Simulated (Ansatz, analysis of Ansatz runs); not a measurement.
# Migration in Al5AgS8 (F-43m): V_S hop (3.2 Å), charge 0

How high is the barrier when S changes place in Al5AgS8 (F-43m)? The case: V_S hop (3.2 Å), charge 0, in a cell of 56 host atoms with 1 S taken out.

Program: Ansatz 0.2.0. Level of theory: plane-wave PAW DFT, PBEsol; nudged elastic band between two relaxed defect structures. Results are calculated unless marked as measured.

## 1. Set-up

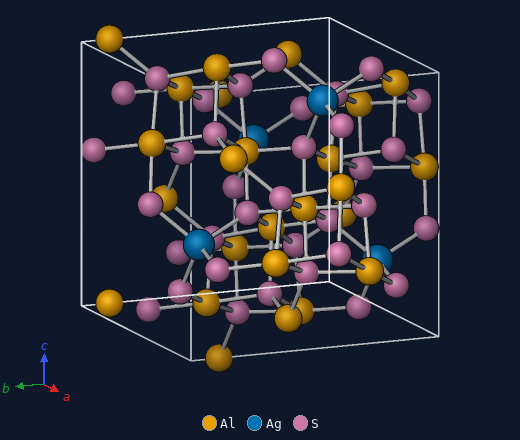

Start, viewed from a free direction; aluminium orange, silver blue, sulfur pink. Bonds to atoms that aren't drawn are left out. Some periodic images of atoms are drawn too.

The cell holds 55 atoms: 20 Al, 4 Ag and 31 S. Its edges and angles: a = 10.073 Å, b = 10.073 Å, c = 10.073 Å, α = 90.0°, β = 90.0°, γ = 90.0°. It derives from Al5AgS8 (space group F-43m). Nearest the centre at fractional (0.500, 0.113, 0.500): S25 at 1.62 Å, Al15 at 1.69 Å, Al9 at 1.69 Å, S35 at 2.81 Å, S37 at 2.81 Å, Al6 at 2.88 Å, Al4 at 2.89 Å, S52 at 3.18 Å.

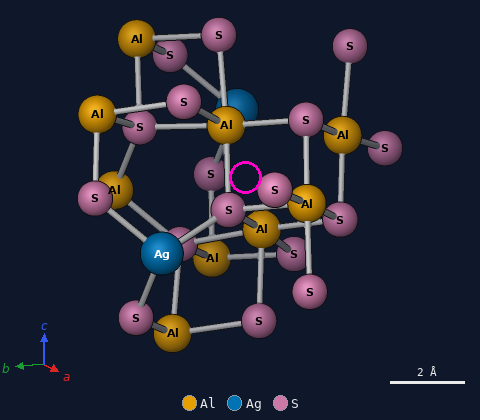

The atoms within 5 Å of the centre. A ring marks the middle of the ideal hop wherever no atom is near it.

The cell's shortest repeat is 10.1 Å.

## 2. Relaxation of the start point, charge 0

The ends come first: from an unrelaxed start the top is counted from too high an energy, and the barrier comes out too low. Small random displacements break the symmetry of the ideal sites, so that the defect can distort if it gains by it.

The input, q0.start/input.yaml:

```yaml
crystal:
  lattice:
    - [10.0726001, 0.0, 0.0]
    - [0.0, 0.0, -10.0726001]
    - [0.0, 10.0726001, 0.0]
  atoms:
    - { symbol: Al, position: [0.11855736, 0.38144264, 0.61855736] }
    - { symbol: Al, position: [0.11855736, 0.88144264, 0.11855736] }
    - { symbol: Al, position: [0.61855736, 0.38144264, 0.11855736] }
    - { symbol: Al, position: [0.61855736, 0.88144264, 0.61855736] }
    - { symbol: Al, position: [0.38144264, 0.38144264, 0.88144264] }
    - { symbol: Al, position: [0.38144264, 0.88144264, 0.38144264] }
    - { symbol: Al, position: [0.88144264, 0.38144264, 0.38144264] }
    - { symbol: Al, position: [0.88144264, 0.88144264, 0.88144264] }
    - { symbol: Al, position: [0.38144264, 0.11855736, 0.61855736] }
    - { symbol: Al, position: [0.38144264, 0.61855736, 0.11855736] }
    - { symbol: Al, position: [0.88144264, 0.11855736, 0.11855736] }
    - { symbol: Al, position: [0.88144264, 0.61855736, 0.61855736] }
    - { symbol: Al, position: [0.11855736, 0.11855736, 0.88144264] }
    - { symbol: Al, position: [0.11855736, 0.61855736, 0.38144264] }
    - { symbol: Al, position: [0.61855736, 0.11855736, 0.38144264] }
    - { symbol: Al, position: [0.61855736, 0.61855736, 0.88144264] }
    - { symbol: Al, position: [0.0, 0.0, 0.5] }
    - { symbol: Al, position: [0.0, 0.5, 0.0] }
    - { symbol: Al, position: [0.5, 0.0, 0.0] }
    - { symbol: Al, position: [0.5, 0.5, 0.5] }
    - { symbol: Ag, position: [0.25, 0.25, 0.25] }
    - { symbol: Ag, position: [0.25, 0.75, 0.75] }
    - { symbol: Ag, position: [0.75, 0.25, 0.75] }
    - { symbol: Ag, position: [0.75, 0.75, 0.25] }
    - { symbol: S, position: [0.38614673, 0.11385327, 0.38614673] }
    - { symbol: S, position: [0.38614673, 0.61385327, 0.88614673] }
    - { symbol: S, position: [0.88614673, 0.11385327, 0.88614673] }
    - { symbol: S, position: [0.88614673, 0.61385327, 0.38614673] }
    - { symbol: S, position: [0.11385327, 0.11385327, 0.11385327] }
    - { symbol: S, position: [0.11385327, 0.61385327, 0.61385327] }
    - { symbol: S, position: [0.61385327, 0.61385327, 0.11385327] }
    - { symbol: S, position: [0.11385327, 0.38614673, 0.38614673] }
    - { symbol: S, position: [0.11385327, 0.88614673, 0.88614673] }
    - { symbol: S, position: [0.61385327, 0.38614673, 0.88614673] }
    - { symbol: S, position: [0.61385327, 0.88614673, 0.38614673] }
    - { symbol: S, position: [0.38614673, 0.38614673, 0.11385327] }
    - { symbol: S, position: [0.38614673, 0.88614673, 0.61385327] }
    - { symbol: S, position: [0.88614673, 0.38614673, 0.61385327] }
    - { symbol: S, position: [0.88614673, 0.88614673, 0.11385327] }
    - { symbol: S, position: [0.36634011, 0.13365989, 0.86634011] }
    - { symbol: S, position: [0.36634011, 0.63365989, 0.36634011] }
    - { symbol: S, position: [0.86634011, 0.13365989, 0.36634011] }
    - { symbol: S, position: [0.86634011, 0.63365989, 0.86634011] }
    - { symbol: S, position: [0.13365989, 0.13365989, 0.63365989] }
    - { symbol: S, position: [0.13365989, 0.63365989, 0.13365989] }
    - { symbol: S, position: [0.63365989, 0.13365989, 0.13365989] }
    - { symbol: S, position: [0.63365989, 0.63365989, 0.63365989] }
    - { symbol: S, position: [0.13365989, 0.36634011, 0.86634011] }
    - { symbol: S, position: [0.13365989, 0.86634011, 0.36634011] }
    - { symbol: S, position: [0.63365989, 0.36634011, 0.36634011] }
    - { symbol: S, position: [0.63365989, 0.86634011, 0.86634011] }
    - { symbol: S, position: [0.36634011, 0.36634011, 0.63365989] }
    - { symbol: S, position: [0.36634011, 0.86634011, 0.13365989] }
    - { symbol: S, position: [0.86634011, 0.36634011, 0.13365989] }
    - { symbol: S, position: [0.86634011, 0.86634011, 0.63365989] }
basis:
  ecutwfc: 420
  xc_grid: 2
hamiltonian:
  xc: pbesol
kpoints:
  mp_grid: { grid: [1, 1, 1], shift: [0.25, 0.25, 0.25] }
scf:
  occupations: { method: fixed }
  max_iter: 100
output:
  forces: true
relax:
  f_tol: 0.02
  max_steps: 70
  random_displacement: { amplitude: 0.03, seed: 4149 }
```

On the command line:

```bash
$ ansatz run input.yaml --threads 4 --pin off --max-ram 7536MiB --backend cpu --events-out ev --progress --plain --runs-dir out
```

Numbers of over 12 decimals in the logs are rounded to 6 here.

The log of the run:

```text
[... repeated set-up lines and file paths are left out, and long positions are rounded to six places ...]
The last accepted step is kept in <dir> (removed where the run ends without a failure and the disk answers)
Engine: ansatz 0.2.0, x86_64-unknown-linux-gnu
Pseudopotentials: kind: paw
Pseudopotential: Al, paw, valence charge 3, recommended cutoff 420 eV (normal), Al.paw.azcp
Pseudopotential: Ag, paw, valence charge 19, recommended cutoff 420 eV (normal), Ag.paw.azcp
Pseudopotential: S, paw, valence charge 6, recommended cutoff 420 eV (normal), S.paw.azcp
Functional definition: PBEsol
  exchange = pbesol_x
  correlation = pbesol_c
Crystal: 55 atoms, lattice volume = 1021.939 Å³
Basis set: ecut = 420 eV, 20005 PW (Γ), exchange–correlation on 144×144×144 points (8 copies of the dense FFT grid, shifted against one another)
Bands: 216, of which v1, the nominal top of the filled ones, is band 161 counted from 1 (160 counted from 0)
Symmetry: 1 space group operations
k-points: 1
Non-local potential: Al, projectors of the file, l = 0: 2, l = 1: 2, l = 2: 1
Non-local potential: Ag, projectors of the file, l = 0: 3, l = 1: 2, l = 2: 2, l = 3: 1
Non-local potential: S, projectors of the file, l = 0: 2, l = 1: 2, l = 2: 2
PAW form: soft (Blöchl's): semilocal exchange-correlation on the pseudo side does not see the compensation charge
PAW frozen core: Al, regenerated for the run's functional, and the local potential with it (the file was generated under x = pbe(κ = 0.804, μ = 0.219515), c = pbe(β = 0.066725))
PAW frozen core: Ag, regenerated for the run's functional, and the local potential with it (the file was generated under x = pbe(κ = 0.804, μ = 0.219515), c = pbe(β = 0.066725))
PAW frozen core: S, regenerated for the run's functional, and the local potential with it (the file was generated under x = pbe(κ = 0.804, μ = 0.219515), c = pbe(β = 0.066725))
PAW one-centre angular grid: Al, 110 points (default); XC on 64 Gauss nodes
PAW one-centre angular grid: Ag, 590 points (default); XC on 64 Gauss nodes
PAW one-centre angular grid: S, 110 points (default); XC on 64 Gauss nodes
Initial density: superposition of atomic densities (neutral atoms: chi_scale 0, normalization atom), corrected by the library's trained network
Initial wavefunctions: pseudopotential atomic-orbital guess
Functional: x = pbesol(κ = 0.804, μ = 0.123457), c = pbesol(β = 0.046)
SCF iter   1: F=—  HF=-68063.877098 eV  |F-HF|=—  |Δ(HF+E_count)|=         —  Δρ=6.15e-3  dr2=1.06e0  ethr=1.77e-3  ⟨swp⟩=5.0  Hψ=680  notcnv=0  defer=52
preconditioner: auto → Resta (q_TF=auto, 2.251 Å⁻¹)  ε∞=5.0  [insulator: Δε(μ)=0.897 eV  Ē_g=9.841 eV  n_scr=202 (ndim 8)  ℏωp=19.8 eV  f_vac=0.000  ε∞_Penn≈5.0]
SCF iter   2: F=—  HF=-68063.658561 eV  |F-HF|=—  |Δ(HF+E_count)|=   2.19e-1  Δρ=2.63e-3  dr2=1.84e-1  ethr=3.28e-4  ⟨swp⟩=3.0  Hψ=325  notcnv=0  defer=52
SCF iter   3: F=—  HF=-68063.617425 eV  |F-HF|=—  |Δ(HF+E_count)|=   4.11e-2  Δρ=1.29e-3  dr2=2.69e-2  ethr=5.71e-5  ⟨swp⟩=3.0  Hψ=271  notcnv=0  defer=44
automatic band count: iteration 3 solves 207 bands in place of 216: the levels show a gap, and the empty bands left out lie too high to hold charge; the band table lists the bands solved (type scf.n_extra_bands for more)
SCF iter   4: F=—  HF=-68063.611852 eV  |F-HF|=—  |Δ(HF+E_count)|=   5.57e-3  Δρ=4.78e-4  dr2=3.90e-3  ethr=8.35e-6  ⟨swp⟩=2.0  Hψ=327  notcnv=0  defer=44
SCF iter   5: F=—  HF=-68063.611661 eV  |F-HF|=—  |Δ(HF+E_count)|=   1.91e-4  Δρ=1.21e-4  dr2=2.22e-4  ethr=1.21e-6  ⟨swp⟩=2.0  Hψ=306  notcnv=0  defer=44
SCF iter   6: F=—  HF=-68063.611726 eV  |F-HF|=—  |Δ(HF+E_count)|=   6.49e-5  Δρ=4.09e-5  dr2=2.26e-5  ethr=6.88e-8  ⟨swp⟩=2.0  Hψ=282  notcnv=0  defer=44
SCF iter   7: F=-68063.611728 eV  HF=-68063.611731 eV  |F-HF|=3.24e-6  |Δ(HF+E_count)|=   4.75e-6  Δρ=2.33e-5  dr2=5.70e-6  ethr=3.11e-9  ⟨swp⟩=4.0  Hψ=631  notcnv=0
SCF 1 converged in 7 iterations: F = -68063.611728 eV  dr2 = 5.70e-6
  greatest PAW one-centre occupation: 1.001 electrons in one spin orbital (limit 2), on the Ag atom at site 21 (counted from 0), in its partial waves of l = 0
relax step   1: F+E_penalty+E_count = -68063.61172756 eV  Δ(F+E_penalty+E_count) = +0.000e0 eV  max|allowed force component| = 6.617e-1 eV/Å  Δτ_max = 0.0000 Å  (7 SCF iters, dr2 threshold 1.00e-5 eV, accepted)
[... the SCF cycles and remarks between the steps are left out from here to the last step ...]
relax step   2: F+E_penalty+E_count = -68064.05055194 eV  Δ(F+E_penalty+E_count) = -4.388e-1 eV  max|allowed force component| = 6.274e-1 eV/Å  Δτ_max = 0.1925 Å  (6 SCF iters, dr2 threshold 2.74e-5 eV, accepted)
relax step   3: F+E_penalty+E_count = -68064.34584428 eV  Δ(F+E_penalty+E_count) = -2.953e-1 eV  max|allowed force component| = 6.107e-1 eV/Å  Δτ_max = 0.1953 Å  (5 SCF iters, dr2 threshold 2.46e-5 eV, accepted)
relax step   4: F+E_penalty+E_count = -68064.61304467 eV  Δ(F+E_penalty+E_count) = -2.672e-1 eV  max|allowed force component| = 5.982e-1 eV/Å  Δτ_max = 0.1950 Å  (5 SCF iters, dr2 threshold 1.00e-4 eV, accepted)
relax step   5: F+E_penalty+E_count = -68064.86753769 eV  Δ(F+E_penalty+E_count) = -2.545e-1 eV  max|allowed force component| = 5.844e-1 eV/Å  Δτ_max = 0.1950 Å  (5 SCF iters, dr2 threshold 1.00e-4 eV, accepted)
relax step   6: F+E_penalty+E_count = -68065.10153232 eV  Δ(F+E_penalty+E_count) = -2.340e-1 eV  max|allowed force component| = 5.213e-1 eV/Å  Δτ_max = 0.1950 Å  (5 SCF iters, dr2 threshold 1.00e-4 eV, accepted)
relax step   7: F+E_penalty+E_count = -68065.28348914 eV  Δ(F+E_penalty+E_count) = -1.820e-1 eV  max|allowed force component| = 3.611e-1 eV/Å  Δτ_max = 0.1933 Å  (5 SCF iters, dr2 threshold 1.00e-4 eV, accepted)
relax step   8: F+E_penalty+E_count = -68065.37448974 eV  Δ(F+E_penalty+E_count) = -9.100e-2 eV  max|allowed force component| = 1.639e-1 eV/Å  Δτ_max = 0.2000 Å  (5 SCF iters, dr2 threshold 6.26e-5 eV, accepted)
relax step   9: F+E_penalty+E_count = -68065.38016582 eV  Δ(F+E_penalty+E_count) = -5.676e-3 eV  max|allowed force component| = 1.385e-1 eV/Å  Δτ_max = 0.0265 Å  (5 SCF iters, dr2 threshold 5.53e-6 eV, accepted)
relax step  10: F+E_penalty+E_count = -68065.37819845 eV  Δ(F+E_penalty+E_count) = +1.967e-3 eV  max|allowed force component| = 1.742e-1 eV/Å  Δτ_max = 0.1228 Å  (6 SCF iters, dr2 threshold 3.95e-6 eV, rejected (line search))
relax step  11: F+E_penalty+E_count = -68065.39717014 eV  Δ(F+E_penalty+E_count) = -1.700e-2 eV  max|allowed force component| = 5.349e-2 eV/Å  Δτ_max = 0.0614 Å  (8 SCF iters, accepted)
relax step  12: F+E_penalty+E_count = -68065.40075485 eV  Δ(F+E_penalty+E_count) = -3.585e-3 eV  max|allowed force component| = 6.548e-3 eV/Å  Δτ_max = 0.0435 Å  (6 SCF iters, dr2 threshold 4.27e-7 eV, accepted)
iter 1 solved again at ethr=4.43e-11 eV; its pass at ethr=3.10e-3 eV (dr2=1.43e-7 eV) is discarded
SCF iter   1: F=—  HF=-68065.400482 eV  |F-HF|=—  |Δ(HF+E_count)|=         —  Δρ=3.66e-6  dr2=1.58e-7  ethr=4.43e-11  ⟨swp⟩=3.0  Hψ=548  notcnv=0  defer=37
automatic band count: iteration 1 solves 207 bands in place of 216: the levels show a gap, and the empty bands left out lie too high to hold charge; the band table lists the bands solved (type scf.n_extra_bands for more)
SCF iter   2: F=—  HF=-68065.400755 eV  |F-HF|=—  |Δ(HF+E_count)|=   2.73e-4  Δρ=1.91e-6  dr2=5.80e-8  ethr=3.11e-11  ⟨swp⟩=3.0  Hψ=806  notcnv=0
SCF iter   3: F=-68065.400755 eV  HF=-68065.400755 eV  |F-HF|=4.79e-9  |Δ(HF+E_count)|=   3.17e-9  Δρ=1.24e-6  dr2=2.45e-8  ethr=1.80e-11  ⟨swp⟩=2.0  Hψ=520  notcnv=0
SCF 13 converged in 3 iterations: F = -68065.400755 eV  dr2 = 2.45e-8
relax step  13: F+E_penalty+E_count = -68065.40075489 eV  Δ(F+E_penalty+E_count) = -4.194e-8 eV  max|allowed force component| = 6.536e-3 eV/Å  Δτ_max = 0.0000 Å  (3 SCF iters, accepted)
SCF converged after 3 iterations
Free energy (F): -68065.400755 eV
Harris-Foulkes:  -68065.400755 eV  (|F-HF|=4.79e-9)
Internal energy: -68065.400755 eV  (E = F + TS)
E sigma→0 (E₀):  -68065.400755 eV
Fermi energy:    6.633179 eV
--- Per-component energies (eV) ---
  E_band       = -1400.639812
  E_kinetic    = 5927.923195
  E_local      = -20084.211360  (includes V_loc(G=0)·N_el)
  E_nonlocal   = 1402.787294
  E_hartree    = 8739.572616
  E_xc         = -4521.284121
  E_vxc        = -4255.909930  (∫ρ·V_xc dr)
  E_paw        = -42540.277686  (= ΣΔE_a)
  E_vpaw       = -1870.372765  (= ΣTr[D̂ρ^β])
  E_aug_tail   = 0.001180  (compensation charges beyond the density's cutoff)
  E_ewald      = -16993.506036
  E_core_change = 3.594165  (= ΣΔE_core)
  E_smearing   = -0.000000  (= −TS)
  E_closure    = -0.000000  (closes the sum)
  Σ components = -68065.400755   (vs F -68065.400755, Δ=0.00e0)
--- Forces (eV/Å), atoms counted from 1 ---
  atom   1  Al    -0.00169012     0.00004768     0.00136782
  atom   2  Al    -0.00001689    -0.00076889    -0.00008868
  [... 1 atom left out ...]
  atom   4  Al    -0.00207019    -0.00137751     0.00260090
  [... 1 atom left out ...]
  atom   6  Al    -0.00025905    -0.00012018     0.00063177
  [... 2 atoms left out ...]
  atom   9  Al    -0.00610128    -0.00131090     0.00233122
  [... 5 atoms left out ...]
  atom  15  Al    -0.00142867    -0.00633310     0.00259693
  [... 5 atoms left out ...]
  atom  21  Ag    -0.00314716    -0.00272994    -0.00073235
  [... 3 atoms left out ...]
  atom  25  S     -0.00014529    -0.00092425    -0.00200809
  [... 9 atoms left out ...]
  atom  35  S     -0.00098648     0.00020856     0.00225816
  [... 1 atom left out ...]
  atom  37  S     -0.00002803    -0.00039907     0.00182030
  [... 12 atoms left out ...]
  atom  50  S      0.00168728     0.00013949    -0.00286020
  [... 1 atom left out ...]
  atom  52  S      0.00053909     0.00184139    -0.00268156
  [... 3 atoms left out ...]
  max |Σ_I F_I| component: 1.03e-5 eV/Å
--- Relaxed structure (13 steps of the walk, 12 accepted, 0 SCFs on fresh bases) ---
  F+E_penalty+E_count = -68065.40075489 eV   max|allowed force component| = 6.536e-3 eV/Å
  atoms:
    - { symbol: Al, position: [0.108328, 0.376936, 0.622797] }
    - { symbol: Al, position: [0.119393, 0.884513, 0.119280] }
    [... 1 atom left out ...]
    - { symbol: Al, position: [0.626921, 0.898046, 0.626759] }
    [... 1 atom left out ...]
    - { symbol: Al, position: [0.387104, 0.886742, 0.386944] }
    [... 2 atoms left out ...]
    - { symbol: Al, position: [0.398760, 0.126596, 0.626783] }
    [... 5 atoms left out ...]
    - { symbol: Al, position: [0.626922, 0.126622, 0.398682] }
    [... 5 atoms left out ...]
    - { symbol: Ag, position: [0.251129, 0.248442, 0.250940] }
    [... 3 atoms left out ...]
    - { symbol: S, position: [0.395116, 0.120595, 0.394986] }
    [... 9 atoms left out ...]
    - { symbol: S, position: [0.620996, 0.894809, 0.394967] }
    [... 1 atom left out ...]
    - { symbol: S, position: [0.395121, 0.894782, 0.620837] }
    [... 12 atoms left out ...]
    - { symbol: S, position: [0.635256, 0.368117, 0.368707] }
    [... 1 atom left out ...]
    - { symbol: S, position: [0.368838, 0.368114, 0.635103] }
    [... 3 atoms left out ...]
```

Run time: 62 s. Hardware: 4 threads of Intel Xeon 6975P-C (Granite Rapids), shared host; peak memory 1.4 GiB.

Relaxation path:

```csv
step,energy less that of the first step (eV),largest force component (eV/Å)
1,0.0000,0.6617
2,-0.4388,0.6274
3,-0.7341,0.6107
4,-1.0013,0.5982
5,-1.2558,0.5844
6,-1.4898,0.5213
7,-1.6718,0.3611
8,-1.7628,0.1639
9,-1.7684,0.1385
10,-1.7665,0.1742
11,-1.7854,0.0535
12,-1.7890,0.0065
13,-1.7890,0.0065
```

Relaxation step 10 was tried and not accepted.

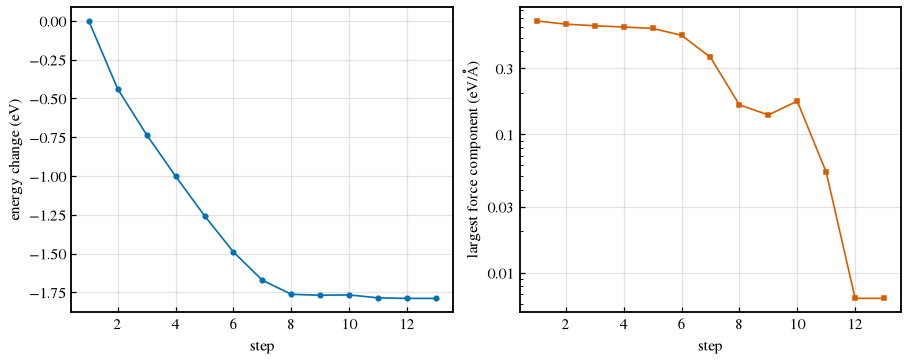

Energy and largest force along the relaxation.

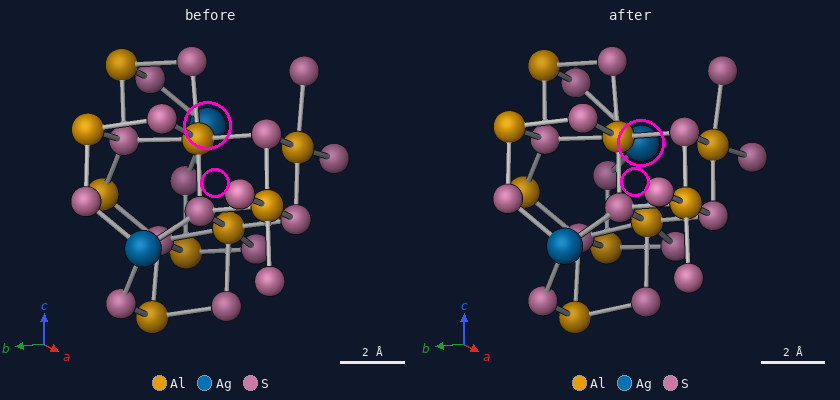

Before and after: the atoms that start within 5 Å of the centre. Ag23, which moves most, is ringed if it is among them. A ring with no atom in it marks the middle of the ideal hop.

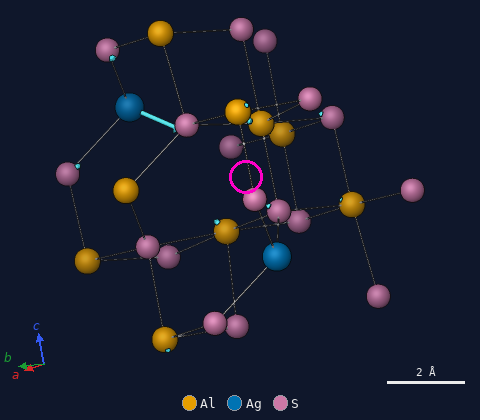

Displacements in the relaxation from the typed sites near the centre, scaled, the mean shift taken out; the longest in the cell stands for 1.48 Å. A ring marks the middle of the ideal hop wherever no atom is near it.

The atoms that moved most (Å, from the sites as typed, ahead of the random displacement, the mean shift of all atoms taken out):

```csv
atom,dx,dy,dz,length
Ag23,-0.853,-0.852,0.854,1.477
Al15,0.082,0.173,-0.083,0.209
Al9,0.173,0.083,-0.083,0.208
S27,-0.133,-0.133,-0.089,0.208
S34,0.089,-0.133,0.132,0.207
S38,-0.132,0.089,0.132,0.207
Al4,0.082,0.082,-0.169,0.205
S35,0.070,0.088,-0.089,0.144
```

Neighbours of S25 at the end:

```csv
atom,distance (Å)
Al9,2.336
Al15,2.336
Al6,2.358
Ag21,2.422
S37,3.217
S35,3.217
S52,3.484
S50,3.484
S44,3.540
S46,3.540
```

Read from the output:

| Quantity | Value |
| --- | --- |
| free energy | -68065.4008 eV |
| r.m.s. move of the farther half of the atoms | 0.07119 Å |
| largest move from the ideal geometry of this structure, a common shift of the far atoms taken out | 1.473 Å |

The relaxation gained 1.789 eV and ended with a largest force component of 0.0065 eV/Å.

(Continued in part 2 of 5.)

[Logs are printed without paths, hosts, clocks, repeated set-up lines and the standing remarks that a program may print on its own settings, such as how far it seeks lower states.]

[Hosts, paths, dates, database ids (printed as entryN), source tags and the programs' standing remarks are cut or masked in the printed files.]
